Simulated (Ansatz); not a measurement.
# CHClGe (singlet): correlated methods under varied settings at distance Ge2–Cl3 = 1.738 Å

Aim: run CHClGe (singlet) at one geometry under a spread of methods and options, and see what each costs and gives.

Computed with Ansatz 0.2.0, Gaussian basis. Level: the settings change from run to run.

32 further runs of the same task are left out: 30 that didn't finish, 2 set aside as unsound or not needed.

## Step 1: What is computed

The geometry derives from a PBE0/def2-TZVP stationary point (not a proven minimum). One bond is set to the value named and the two fragments are kept rigid. No spin-orbit coupling is included. The filled d shell of Ge may be among the frozen orbitals whatever the setting's name suggests; the logs give the count.

4 atoms, charge 0, spin multiplicity 1.

Atoms are counted from 1 here; the program's logs count them from 0.

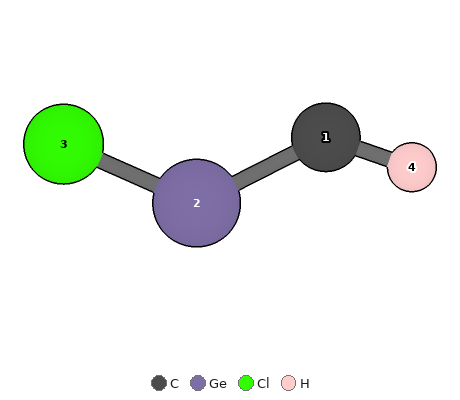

The geometry (carbon dark grey, germanium purple, chlorine green, hydrogen pink); atoms are numbered from 1 in the order of the file.

## Step 2: HF/cc-pVDZ

File in.yaml:

```yaml
crystal:
  periodic: [false, false, false]
  atoms:
    - {symbol: C, position_ang: [0.000000, -0.818462, 1.718404]}
    - {symbol: Ge, position_ang: [0.000000, 0.232437, 0.336737]}
    - {symbol: Cl, position_ang: [0.000000, -0.180534, -1.351486]}
    - {symbol: H, position_ang: [0.000000, -0.648302, 2.792220]}
basis:
  gaussian: {orbitals: cc-pVDZ}
magnetization: {spin_polarized: false}
hamiltonian: {xc: hf}
scf: {lower_state_search: off}
output: {forces: true, orbitals: {seedname: orbitals}}
```

Started as:

```bash
$ ansatz run in.yaml --threads 1 --pin off --events-out ev --progress --plain --max-ram 2393MiB
```

What it wrote:

```text
Functional definition: HF
  name "HF"
  cite "Fock, Z. Phys. 61, 126 (1930) doi:10.1007/BF01340294"
  parent pbe
  exchange = exact_x
  correlation = 0
these checks for a lower state are left out or cut short: stability, starts, cluster_reference, orbital_swaps, neighbouring_geometries, increment
705 factors; integrals over basis functions are off by at most 6.9e-4 eV
mean field evaluation 1: about -70012.6763 eV, gradient 3.3e1 eV
mean field evaluation 2: about -70012.6901 eV, gradient 3.3e1 eV
mean field evaluation 4: about -70016.5171 eV, gradient 2.9e0 eV
mean field evaluation 8: about -70016.6487 eV, gradient 1.7e-1 eV
mean field -70016.64946593 eV, -2573.0644088834 hartree, gradient 3.5e-6 eV, S^2 0.000000; 0 other end points of the search recorded, 0 dependent functions left out
the calculation of the forces begins
reference -70016.64946593 eV, -2573.0644088834 hartree; 28, 28 occupied and 36, 36 virtual orbitals, 705 factors
Total energy: -70016.64946593 eV, -2573.0644088834 hartree
Atom 0 at     0.000000    -0.818462     1.718404 Å, force     0.000000     0.423623     0.591149 eV/Å
Atom 1 at     0.000000     0.232437     0.336737 Å, force    -0.000000     4.377148    17.802433 eV/Å
Atom 2 at     0.000000    -0.180534    -1.351486 Å, force    -0.000000    -4.393661   -18.332963 eV/Å
Atom 3 at     0.000000    -0.648302     2.792220 Å, force    -0.000000    -0.407110    -0.060619 eV/Å
Dipole moment:    -0.000000     0.120441    -0.325514 e Å
Checks for a lower state left out: stability, starts, cluster_reference, orbital_swaps, neighbouring_geometries, increment
```

Wall time 1.4 s (1 thread of Intel Xeon Platinum 8488C, shared host).

## Step 3: MP2 on RHF/cc-pVDZ

Edit in.yaml of step 2 so:

```diff
@@ -10,4 +10,3 @@
 magnetization: {spin_polarized: false}
-hamiltonian: {xc: hf}
-scf: {lower_state_search: off}
-output: {forces: true, orbitals: {seedname: orbitals}}
+correlation: {method: mp2, electrons: all}
+output: {forces: true}
```

Launched as before.

What it wrote, cut to the lines that bear on the results:

```text
Functional definition: HF
  name "HF"
  cite "Fock, Z. Phys. 61, 126 (1930) doi:10.1007/BF01340294"
  parent pbe
[...]
705 factors; integrals over basis functions are off by at most 6.9e-4 eV
[...]
mean field -70016.64946593 eV, -2573.0644088834 hartree, gradient 3.5e-6 eV, S^2 0.000000; 1 other end points of the search recorded, 0 dependent functions left out; unrestricted orbitals would lower it
reference -70016.64946593 eV, -2573.0644088834 hartree; 28, 28 occupied and 36, 36 virtual orbitals, 705 factors
second order -10.69108251 eV of doubles, -0.00000000 eV of singles
[...]
Total energy: -70027.34054844 eV, -2573.4572989189 hartree
Atom 0 at     0.000000    -0.818462     1.718404 Å, force    -0.000000     0.732943    -0.668413 eV/Å
Atom 1 at     0.000000     0.232437     0.336737 Å, force     0.000000     2.555944    18.392828 eV/Å
Atom 2 at     0.000000    -0.180534    -1.351486 Å, force     0.000000    -3.596052   -18.118286 eV/Å
Atom 3 at     0.000000    -0.648302     2.792220 Å, force     0.000000     0.307165     0.393871 eV/Å
Dipole moment:    -0.000000     0.360629    -0.359631 e Å
```

It took 2.9 s on 1 thread of Intel Xeon Platinum 8488C, shared host.

## Step 4: BCCD/cc-pVDZ

Edit in.yaml of step 3 so:

```diff
@@ -10,3 +10,5 @@
 magnetization: {spin_polarized: false}
-correlation: {method: mp2, electrons: all}
+hamiltonian: {xc: {name: B3LYP}}
+correlation: {method: bccd, electrons: outside_noble_gas}
+scf: {lower_state_search: off}
 output: {forces: true}
```

Launched as before.

What it wrote, cut to the lines that bear on the results:

```text
Functional definition: B3LYP
  name "B3LYP"
  cite "Stephens, Devlin, Chabalowski & Frisch, J. Phys. Chem. 98, 11623 (1994) doi:10.1021/j100096a001"
  cite "Becke, Phys. Rev. A 38, 3098 (1988) doi:10.1103/PhysRevA.38.3098"
  cite "Lee, Yang & Parr, Phys. Rev. B 37, 785 (1988) doi:10.1103/PhysRevB.37.785"
  cite "Vosko, Wilk & Nusair, Can. J. Phys. 58, 1200 (1980) doi:10.1139/p80-159"
[...]
705 factors; integrals over basis functions are off by at most 6.9e-4 eV
[...]
mean field -70089.31085541 eV, -2575.7346656951 hartree, gradient 9.0e-7 eV, S^2 0.000000; 0 other end points of the search recorded, 0 dependent functions left out
20 core orbitals not correlated: weight in the atoms' cores, before any rotation towards them, 0.986 or more for the frozen orbitals, at most 0.012 for the correlated occupied ones
reference -70015.93667011 eV, -2573.0382141201 hartree; 8, 8 occupied and 36, 36 virtual orbitals, 705 factors
second order -10.50758408 eV of doubles, -0.34154738 eV of singles
cycle   1  -10.28671778 eV  change    5.5e-1 eV  update   1.4e-1
[...]
cycle  14  -10.87707224 eV  change   -3.2e-6 eV  update   1.5e-6
[...]
Total energy: -70026.81374235 eV, -2573.4379391521 hartree
Atom 0 at     0.000000    -0.818462     1.718404 Å, force     0.000000    -0.083092     0.324818 eV/Å
Atom 1 at     0.000000     0.232437     0.336737 Å, force    -0.000000     4.274272    17.873257 eV/Å
Atom 2 at     0.000000    -0.180534    -1.351486 Å, force    -0.000000    -4.193652   -18.631708 eV/Å
Atom 3 at     0.000000    -0.648302     2.792220 Å, force     0.000000     0.002472     0.433633 eV/Å
Dipole moment:    -0.000000     0.205639    -0.310470 e Å
Checks for a lower state left out: starts, cluster_reference, orbital_swaps, neighbouring_geometries, increment
```

It took 9 s on 1 thread of Intel Xeon Platinum 8488C, shared host.

From the report: correlation -10.8771 eV; largest double amplitude 0.18.

## Step 5: CCSDT(Q) on RHF/STO-3G

Edit in.yaml of step 4 so:

```diff
@@ -8,7 +8,5 @@
 basis:
-  gaussian: {orbitals: cc-pVDZ}
+  gaussian: {orbitals: STO-3G}
 magnetization: {spin_polarized: false}
-hamiltonian: {xc: {name: B3LYP}}
-correlation: {method: bccd, electrons: outside_noble_gas}
-scf: {lower_state_search: off}
+correlation: {method: ccsdt_q, electrons: outside_noble_gas}
 output: {forces: true}
```

Launched as before.

What it wrote, cut to the lines that bear on the results:

```text
Functional definition: HF
  name "HF"
  cite "Fock, Z. Phys. 61, 126 (1930) doi:10.1007/BF01340294"
  parent pbe
[...]
510 factors; integrals over basis functions are off by at most 4.1e-8 eV
[...]
mean field -69228.13624967 eV, -2544.0870826591 hartree, gradient 2.6e-6 eV, S^2 0.000000; 0 other end points of the search recorded, 0 dependent functions left out; unrestricted orbitals would lower it
[...]
20 core orbitals not correlated, not the lowest: weight in the atoms' cores, before any rotation towards them, 0.794 or more for the frozen orbitals, at most 0.206 for the correlated occupied ones
reference -69228.13624967 eV, -2544.0870826591 hartree; 8, 8 occupied and 5, 5 virtual orbitals, 510 factors
second order -3.58427155 eV of doubles, -0.00000000 eV of singles
cycle   1  -3.62889088 eV  change   -4.5e-2 eV  update   1.6e-1
[...]
cycle  17  -4.69655310 eV  change    1.6e-6 eV  update   5.7e-7
perturbative correction -0.06396292 eV, -0.0023505940 hartree
[...]
Total energy: -69232.89676569 eV, -2544.2620283960 hartree
Atom 0 at     0.000000    -0.818462     1.718404 Å, force     0.000000     2.437755    -3.818119 eV/Å
Atom 1 at     0.000000     0.232437     0.336737 Å, force    -0.000000     1.444683    19.290398 eV/Å
Atom 2 at     0.000000    -0.180534    -1.351486 Å, force     0.000000    -3.882190   -16.499499 eV/Å
Atom 3 at     0.000000    -0.648302     2.792220 Å, force     0.000000    -0.000248     1.027220 eV/Å
Dipole moment:     0.000000     0.189610     0.195874 e Å
```

Wall time 16 s (1 thread of Intel Xeon Platinum 8488C, shared host); peak memory 0.48 GiB.

From the report: correlation -4.7605 eV; T1 0.055; largest double amplitude 0.28.

## Step 6: BCCD(T)/cc-pVDZ

Edit in.yaml of step 5 so:

```diff
@@ -8,5 +8,7 @@
 basis:
-  gaussian: {orbitals: STO-3G}
+  gaussian: {orbitals: cc-pVDZ}
 magnetization: {spin_polarized: false}
-correlation: {method: ccsdt_q, electrons: outside_noble_gas}
-output: {forces: true}
+hamiltonian: {xc: {name: r2SCAN}}
+correlation: {method: bccd_t, electrons: valence, diis_vectors: 4}
+accuracy: high
+scf: {lower_state_search: light}
```

Same command.

What it wrote, cut to the lines that bear on the results:

```text
Functional definition: r2SCAN
  name "r2SCAN"
  cite "Furness, Kaplan, Ning, Perdew & Sun, J. Phys. Chem. Lett. 11, 8208 (2020) doi:10.1021/acs.jpclett.0c02405"
  cite "Furness, Kaplan, Ning, Perdew & Sun, J. Phys. Chem. Lett. 11, 9248 (2020) doi:10.1021/acs.jpclett.0c03077"
  parent r2scan
[...]
1365 factors; integrals over basis functions are off by at most 4.6e-9 eV
[...]
mean field -70086.10415603 eV, -2575.6168216666 hartree, gradient 1.5e-8 eV, S^2 0.000000; 0 other end points of the search recorded, 0 dependent functions left out; unrestricted orbitals would lower it
unrestricted determinant -70017.51671165 eV, -2573.0962795757 hartree, S^2 1.2236
15 core orbitals not correlated: weight in the atoms' cores, before any rotation towards them, 1.000 or more for the frozen orbitals, at most 0.000 for the correlated occupied ones
reference -70015.84271190 eV, -2573.0347612195 hartree; 13, 13 occupied and 36, 36 virtual orbitals, 1365 factors
second order -11.32706034 eV of doubles, -0.55536542 eV of singles
cycle   1  -11.05683778 eV  change    8.1e-1 eV  update   1.5e-1
[...]
cycle  29  -11.70046512 eV  change   6.1e-10 eV  update   1.1e-9
perturbative correction -0.60663839 eV, -0.0222935496 hartree
Total energy: -70028.14981541 eV, -2573.4870389315 hartree
```

It took 16 s on 1 thread of Intel Xeon Platinum 8488C, shared host; peak memory 0.3 GiB.

From the report: correlation -12.3071 eV; largest double amplitude 0.18.

## Step 7: All runs side by side

```
                               level         correlated  functions  energy (eV)   time
                          HF/cc-pVDZ                            64  -70016.6495  1.4 s
                  MP2 on RHF/cc-pVDZ                all         64  -70027.3405  2.9 s
    BCCD/cc-pVDZ (on B3LYP orbitals)  outside noble gas         64  -70026.8137    9 s
              CCSDT(Q) on RHF/STO-3G  outside noble gas         33  -69232.8968   16 s
BCCD(T)/cc-pVDZ (on r2SCAN orbitals)            valence         64  -70028.1498   16 s
```

## Step 8: What came out

```
quantity                                       value
    runs                                           5
quickest                           HF/cc-pVDZ, 1.4 s
 slowest  BCCD(T)/cc-pVDZ (on r2SCAN orbitals), 16 s
```

Total energies in different bases, with other cores or another treatment of relativity can't be set against each other. BCCD(T)/cc-pVDZ (on r2SCAN orbitals) took 11 times as long as HF/cc-pVDZ; the jobs differ in more than the method.
